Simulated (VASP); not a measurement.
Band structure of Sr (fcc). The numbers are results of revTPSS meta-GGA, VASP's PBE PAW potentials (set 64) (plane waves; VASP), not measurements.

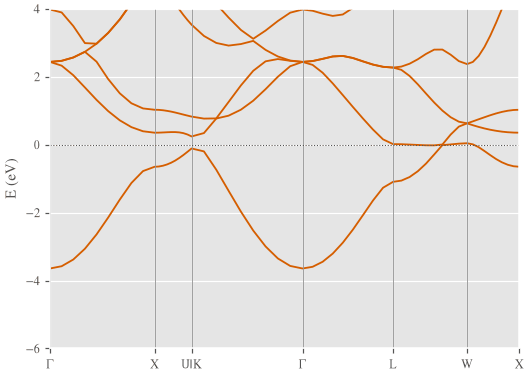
Figure. Bands along high-symmetry lines, zero at the valence-band maximum or, without a gap, the Fermi level

### Question
Read the plot: is there a gap, and where are the band edges?

### Answer
It has no gap at this level: it comes out as a metal or semimetal.

The compound is Sr in the fcc structure. It was relaxed first.
